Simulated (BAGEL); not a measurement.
# A workflow on CH4FGeN (SMILES N=[C](F)[GeH3])

Aim: the energy (HF/6-31G*), then the energy (NEVPT2(2,2)/6-31G*), then the energy (CASPT2(2,2)/6-31G*) of CH4FGeN. 

The results are computed with BAGEL 1.2.2.

1 further run of the same task is left out (set aside as unsound or not needed).

## Step 1: The molecule

CH4FGeN: 8 atoms, total charge 0, spin state singlet. SMILES: `N=[C](F)[GeH3]`. The Ge4–H6 distance was set to 3.523 Å, away from the relaxed value. At this shape a bond of the SMILES string is far longer than usual.

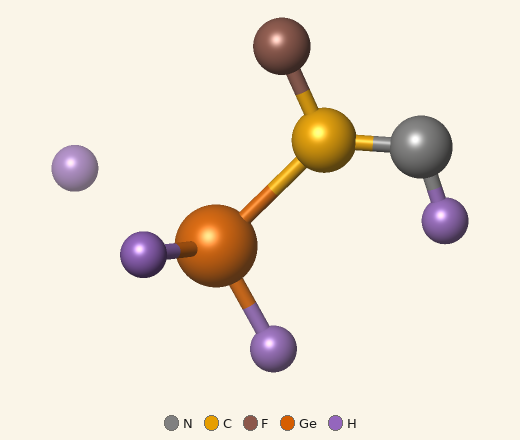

Viewed from a chosen angle; nitrogen grey, carbon amber, fluorine brown, germanium orange, hydrogen purple.

## Step 2: The energy at HF/6-31G(d) (density fitting with svp-jkfit, spherical functions) (run 1)

Contents of calc.json:

```json
{ "bagel": [

{
  "title": "molecule",
  "basis": "6-31gs.json",
  "df_basis": "svp-jkfit",
  "angstrom": true,
  "geometry": [
    { "atom": "N", "xyz": [    2.866110,   -1.221640,   -1.318060 ] },
    { "atom": "C", "xyz": [    1.878310,   -1.416640,   -0.583960 ] },
    { "atom": "F", "xyz": [    2.107610,   -1.571040,    0.732840 ] },
    { "atom": "Ge", "xyz": [   -0.049690,   -1.547740,   -1.005060 ] },
    { "atom": "H", "xyz": [    2.587410,   -1.118540,   -2.289460 ] },
    { "atom": "H", "xyz": [   -1.766200,    1.006900,    0.710300 ] },
    { "atom": "H", "xyz": [   -0.179490,   -1.372340,   -2.523460 ] },
    { "atom": "H", "xyz": [   -0.560490,   -2.923540,   -0.565860 ] }
  ]
},
{
  "title": "hf"
},
{
  "title": "print",
  "file": "orbitals.molden",
  "orbitals": true
}

]}
```

The basis set 6-31G* is read from a file made from the Basis Set Exchange's data (not shown).

Started as:

```sh
$ BAGEL_NUM_THREADS=1 BAGEL calc.json > calc.out
```

Output:

```text
* using 1 threads per process

  ===============================================================
  ===============================================================

  *** Geometry ***

  { "atom" : "N", "xyz" : [      5.416163,     -2.308565,     -2.490772 ] },
  { "atom" : "C", "xyz" : [      3.549491,     -2.677062,     -1.103524 ] },
  { "atom" : "F", "xyz" : [      3.982806,     -2.968835,      1.384867 ] },
  { "atom" : "Ge", "xyz" : [     -0.093900,     -2.924805,     -1.899288 ] },
  { "atom" : "H", "xyz" : [      4.889496,     -2.113734,     -4.326452 ] },
  { "atom" : "H", "xyz" : [     -3.337634,      1.902765,      1.342272 ] },
  { "atom" : "H", "xyz" : [     -0.339187,     -2.593347,     -4.768648 ] },
  { "atom" : "H", "xyz" : [     -1.059173,     -5.524690,     -1.069320 ] },

  Number of auxiliary basis functions:      567

  Since a DF basis is specified, we compute 2- and 3-index integrals:
    o Being stored without compression. Storage requirement is 0.031 GB

  Number of basis functions:       82
  Number of electrons      :       58

    * METHOD: MOLECULE                             0.40

  *** RHF ***

  === Nuclear Repulsion ===
   250.4049749154

      * DIIS with orbital gradients will be used.

  === RHF iteration (6-31gs.json) ===
      0      -2268.67136708          0.02028401           0.14
      1      -2268.79538786          0.01540195           0.13
      2      -2268.90252558          0.00192198           0.13
      3      -2268.90566719          0.00088296           0.13
      4      -2268.90629226          0.00026003           0.13
      5      -2268.90640348          0.00012888           0.13
      6      -2268.90642394          0.00006162           0.13
      7      -2268.90642978          0.00001052           0.13
      8      -2268.90642991          0.00000343           0.13
      9      -2268.90642992          0.00000205           0.13
     10      -2268.90642992          0.00000055           0.13
     11      -2268.90642993          0.00000031           0.14
     12      -2268.90642993          0.00000013           0.13
     13      -2268.90642993          0.00000006           0.13
     14      -2268.90642993          0.00000003           0.13
     15      -2268.90642993          0.00000001           0.14
    * SCF iteration converged.

    * Permanent dipole moment:
           (    0.490518,     0.785783,     1.261166) a.u.

    * METHOD: HF                                   2.49

    * METHOD: PRINT                                0.01

  ===============================================================
```

It took 3.3 s on 1 thread of Arm Neoverse V1, shared host; peak memory 0.15 GiB.

## Step 3: The energy at NEVPT2(2,2)/6-31G(d) (density fitting with svp-jkfit, spherical functions) (run 2)

Changes to calc.json since step 2:

```diff
@@ -22,2 +22,12 @@
 {
+  "title": "nevpt2",
+  "nstate": 1,
+  "nact": 2,
+  "nclosed": 28,
+  "active": [29, 30],
+  "maxiter": 200,
+  "natocc": true,
+  "ncore": 12
+},
+{
   "title": "print",
```

The basis set 6-31G* is read from a file made from the Basis Set Exchange's data (not shown).

Started as:

```sh
$ BAGEL_NUM_THREADS=1 BAGEL calc.json > calc.out
```

Output:

```text
* using 1 threads per process

  ===============================================================
  ===============================================================

  *** Geometry ***

  { "atom" : "N", "xyz" : [      5.416163,     -2.308565,     -2.490772 ] },
  { "atom" : "C", "xyz" : [      3.549491,     -2.677062,     -1.103524 ] },
  { "atom" : "F", "xyz" : [      3.982806,     -2.968835,      1.384867 ] },
  { "atom" : "Ge", "xyz" : [     -0.093900,     -2.924805,     -1.899288 ] },
  { "atom" : "H", "xyz" : [      4.889496,     -2.113734,     -4.326452 ] },
  { "atom" : "H", "xyz" : [     -3.337634,      1.902765,      1.342272 ] },
  { "atom" : "H", "xyz" : [     -0.339187,     -2.593347,     -4.768648 ] },
  { "atom" : "H", "xyz" : [     -1.059173,     -5.524690,     -1.069320 ] },

  Number of auxiliary basis functions:      567

  Since a DF basis is specified, we compute 2- and 3-index integrals:
    o Being stored without compression. Storage requirement is 0.031 GB

  Number of basis functions:       82
  Number of electrons      :       58

    * METHOD: MOLECULE                             0.40

  *** RHF ***

  === Nuclear Repulsion ===
   250.4049749154

      * DIIS with orbital gradients will be used.

  === RHF iteration (6-31gs.json) ===
      0      -2268.67136708          0.02028401           0.14
      1      -2268.79538786          0.01540195           0.13
      2      -2268.90252558          0.00192198           0.13
      3      -2268.90566719          0.00088296           0.13
      4      -2268.90629226          0.00026003           0.13
      5      -2268.90640348          0.00012888           0.15
      6      -2268.90642394          0.00006162           0.13
      7      -2268.90642978          0.00001052           0.14
      8      -2268.90642991          0.00000343           0.14
      9      -2268.90642992          0.00000205           0.14
     10      -2268.90642992          0.00000055           0.14
     11      -2268.90642993          0.00000031           0.14
     12      -2268.90642993          0.00000013           0.13
     13      -2268.90642993          0.00000006           0.13
     14      -2268.90642993          0.00000003           0.13
     15      -2268.90642993          0.00000001           0.13
    * SCF iteration converged.

    * Permanent dipole moment:
           (    0.490518,     0.785783,     1.261166) a.u.

    * METHOD: HF                                   2.53

    * freezing 12 orbitals
  ---------------------------
      CASSCF calculation
  ---------------------------

    ==== Active orbitals : =====
         Orbital 29
         Orbital 30
    ============================

    * nstate   :      1
    * nclosed  :     28
    * nact     :      2
    * nvirt    :     52
  === CASSCF iteration (6-31gs.json) ===

    * Using the second-order algorithm

      0  0     -2268.98960078     5.52e-03      0.04

      1  0     -2269.01001619     4.70e-04      0.68

      2  0     -2269.01014719     9.43e-05      0.66

      3  0     -2269.01015100     2.00e-05      0.70

      4  0     -2269.01015117     4.26e-06      0.70

      5  0     -2269.01015118     9.07e-07      0.71

      6  0     -2269.01015118     1.93e-07      0.63

      7  0     -2269.01015118     4.11e-08      0.56

      8  0     -2269.01015118     8.74e-09      0.52

    * Second-order optimization converged. *

     guess   0:   closed 1.                   open ..

  === FCI iteration ===

      0  0     -2268.89211871     8.36e-02      0.00
      1  0     -2269.00893437     1.01e-02      0.00
      2  0 *   -2269.01015118     9.70e-16      0.00

     * ci vector, state   0, <S^2> = 0.0000
       2.     0.8157852743
       .2    -0.5783548965

  === DF-NEVPT2 calculation ===

    * 3-index integral transformation done
    * assembly done

      NEVPT2 correlation energy:   -0.6850027698      0.20

          (+0)     -0.6563569631
          (+0)'    -0.0034113184
          (+1)     -0.0081509761
          (+1)'    -0.0000000000
          (+2)     -0.0000564945
          (-1)     -0.0169429144
          (-1)'     0.0000000000
          (-2)     -0.0000841033

      NEVPT2 total energy:       -2269.6951539456

    * METHOD: NEVPT2                               5.92

    * METHOD: PRINT                                0.01

  ===============================================================
```

It took 9 s on 1 thread of Arm Neoverse V1, shared host; peak memory 0.15 GiB.

## Step 4: The energy at CASPT2(2,2)/6-31G(d) (density fitting with svp-jkfit, spherical functions) (run 3)

Contents of caspt2.json:

```json
{ "bagel" : [

{
  "title" : "molecule",
  "basis" : "6-31gs.json",
  "df_basis" : "svp-jkfit",
  "angstrom" : "true",
  "geometry" : [
    { "atom" : "N", "xyz" : [    2.866110,   -1.221640,   -1.318060 ] },
    { "atom" : "C", "xyz" : [    1.878310,   -1.416640,   -0.583960 ] },
    { "atom" : "F", "xyz" : [    2.107610,   -1.571040,    0.732840 ] },
    { "atom" : "Ge", "xyz" : [   -0.049690,   -1.547740,   -1.005060 ] },
    { "atom" : "H", "xyz" : [    2.587410,   -1.118540,   -2.289460 ] },
    { "atom" : "H", "xyz" : [   -1.766200,    1.006900,    0.710300 ] },
    { "atom" : "H", "xyz" : [   -0.179490,   -1.372340,   -2.523460 ] },
    { "atom" : "H", "xyz" : [   -0.560490,   -2.923540,   -0.565860 ] }
  ]
},
{ "title" : "hf", "charge" : 0 },
{ "title" : "casscf", "nstate" : 1, "nact" : 2, "nclosed" : 28, "charge" : 0, "active" : [29, 30], "maxiter" : 200, "natocc" : "true" },
{ "title" : "print", "file" : "orbitals.molden", "orbitals" : "true" },
{ "title" : "smith", "method" : "caspt2", "ms" : "true", "xms" : "true", "sssr" : "true", "shift" : 0.2, "shift_imag" : "true", "ncore" : 12 }

]}
```

The basis set 6-31G* is read from a file made from the Basis Set Exchange's data (not shown).

Started as:

```sh
$ BAGEL_NUM_THREADS=1 BAGEL caspt2.json > caspt2.out
```

Output:

```text
* using 1 threads per process

  ===============================================================
  ===============================================================

  *** Geometry ***

  { "atom" : "N", "xyz" : [      5.416163,     -2.308565,     -2.490772 ] },
  { "atom" : "C", "xyz" : [      3.549491,     -2.677062,     -1.103524 ] },
  { "atom" : "F", "xyz" : [      3.982806,     -2.968835,      1.384867 ] },
  { "atom" : "Ge", "xyz" : [     -0.093900,     -2.924805,     -1.899288 ] },
  { "atom" : "H", "xyz" : [      4.889496,     -2.113734,     -4.326452 ] },
  { "atom" : "H", "xyz" : [     -3.337634,      1.902765,      1.342272 ] },
  { "atom" : "H", "xyz" : [     -0.339187,     -2.593347,     -4.768648 ] },
  { "atom" : "H", "xyz" : [     -1.059173,     -5.524690,     -1.069320 ] },

  Number of auxiliary basis functions:      567

  Since a DF basis is specified, we compute 2- and 3-index integrals:
    o Being stored without compression. Storage requirement is 0.031 GB

  Number of basis functions:       82
  Number of electrons      :       58

    * METHOD: MOLECULE                             0.40

  *** RHF ***

  === Nuclear Repulsion ===
   250.4049749154

      * DIIS with orbital gradients will be used.

  === RHF iteration (6-31gs.json) ===
      0      -2268.67136708          0.02028401           0.14
      1      -2268.79538786          0.01540195           0.14
      2      -2268.90252558          0.00192198           0.13
      3      -2268.90566719          0.00088296           0.14
      4      -2268.90629226          0.00026003           0.13
      5      -2268.90640348          0.00012888           0.13
      6      -2268.90642394          0.00006162           0.13
      7      -2268.90642978          0.00001052           0.14
      8      -2268.90642991          0.00000343           0.14
      9      -2268.90642992          0.00000205           0.14
     10      -2268.90642992          0.00000055           0.14
     11      -2268.90642993          0.00000031           0.13
     12      -2268.90642993          0.00000013           0.13
     13      -2268.90642993          0.00000006           0.14
     14      -2268.90642993          0.00000003           0.13
     15      -2268.90642993          0.00000001           0.13
    * SCF iteration converged.

    * Permanent dipole moment:
           (    0.490518,     0.785783,     1.261166) a.u.

    * METHOD: HF                                   2.53

  ---------------------------
      CASSCF calculation
  ---------------------------

    ==== Active orbitals : =====
         Orbital 29
         Orbital 30
    ============================

    * nstate   :      1
    * nclosed  :     28
    * nact     :      2
    * nvirt    :     52
  === CASSCF iteration (6-31gs.json) ===

    * Using the second-order algorithm

      0  0     -2268.98960078     5.52e-03      0.04

      1  0     -2269.01001619     4.70e-04      0.70

      2  0     -2269.01014719     9.43e-05      0.65

      3  0     -2269.01015100     2.00e-05      0.71

      4  0     -2269.01015117     4.26e-06      0.70

      5  0     -2269.01015118     9.07e-07      0.72

      6  0     -2269.01015118     1.93e-07      0.65

      7  0     -2269.01015118     4.11e-08      0.62

      8  0     -2269.01015118     8.74e-09      0.56

    * Second-order optimization converged. *

     guess   0:   closed 1.                   open ..

  === FCI iteration ===

      0  0     -2268.89211871     8.36e-02      0.00
      1  0     -2269.00893437     1.01e-02      0.00
      2  0 *   -2269.01015118     9.70e-16      0.00

     * ci vector, state   0, <S^2> = 0.0000
       2.     0.8157852743
       .2    -0.5783548965

    * METHOD: CASSCF                               5.66

    * METHOD: PRINT                                0.01

  === SMITH program ===

    * freezing 12 orbitals

    * Approximate memory requirement for SMITH calulation per MPI process:
      o Storage requirement for T-amplitude, lambda, and residual is 0.03 GB
      o Storage requirement for MO integrals is 0.01 GB
    * Calculating and saving rdm4f

    * Zeroth order energy : state  0       -0.3934173053

    * CASPT2 iteration is performed using orthogonal basis

      -------------------------------------------  CASPT2 iteration  ---------------------------------------------------
       #      aibj      arbs      arbi      airj      risj      airs      arst      rist         Etot      error   time
      ------------------------------------------------------------------------------------------------------------------

       0  -0.65412  -0.00012  -0.01845  -0.00905  -0.00010  -0.00338  -0.00000  -0.00000   -0.6852237  0.0002858   0.11
       1  -0.65414  -0.00012  -0.01846  -0.00906  -0.00010  -0.00341  -0.00000  -0.00000   -0.6852888  0.0000324   0.10
       2  -0.65414  -0.00012  -0.01846  -0.00906  -0.00010  -0.00341  -0.00000  -0.00000   -0.6852896  0.0000031   0.10
       3  -0.65414  -0.00012  -0.01846  -0.00906  -0.00010  -0.00341  -0.00000  -0.00000   -0.6852896  0.0000003   0.10

      ------------------------------------------------------------------------------------------------------------------

    * CASPT2 energy : state  0    -2269.6983918994
        w/o shift correction      -2269.6954407581
        reference weight              0.8402506310

    * METHOD: SMITH                                0.79

  ===============================================================
```

Run time: 9.6 s. Hardware: 1 thread of Arm Neoverse V1, shared host; peak memory 0.21 GiB.

## Step 5: What came out

| quantity | value |
| --- | --- |
| run 1, HF/6-31G*: total energy | -2268.90643 Eh |
| run 1, HF/6-31G*: dipole moment | 3.98 D |
| run 1, HF/6-31G*: HOMO energy | -8.02 eV |
| run 1, HF/6-31G*: LUMO energy | -1.83 eV |
| run 1, HF/6-31G*: HOMO–LUMO gap | 6.19 eV |
| run 2, NEVPT2(2,2)/6-31G*: total energy | -2269.69515 Eh |
| run 3, CASPT2(2,2)/6-31G*: total energy | -2269.69839 Eh |

One bond (run 1, HF/6-31G*) is far stretched, which a spin-restricted single reference describes badly; a broken-symmetry solution may lie lower.
